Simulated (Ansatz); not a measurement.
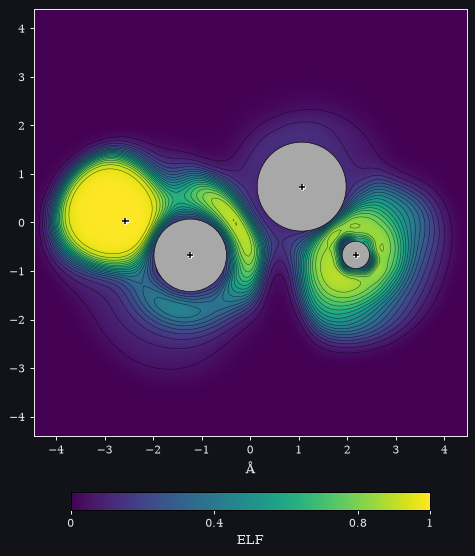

The ELF on a plane through atoms (crosses mark nuclei in the plane; grey discs cover the cores).

Level of theory: isolated molecule in a Gaussian basis; Kohn-Sham density functional theory, functional PBE0 in Ansatz.

Candidates:
A. Al2Cl2F2H2O2
B. Br2H4N2Si
C. AsGaH6O3

Q: Which candidate gave the map?

A: Candidate C: AsGaH6O3 on the plane of atoms As1, Ga2 and O4, which holds As, Ga, O and H. Ga–O (1.79 Å): the ELF peaks at about 0.85 in the valence shell of O, 0.6 Å from its nucleus, and is about 0.25 at the midpoint. Ga–As (2.70 Å): the ELF peaks at about 0.90 between the atoms; a shared electron pair.
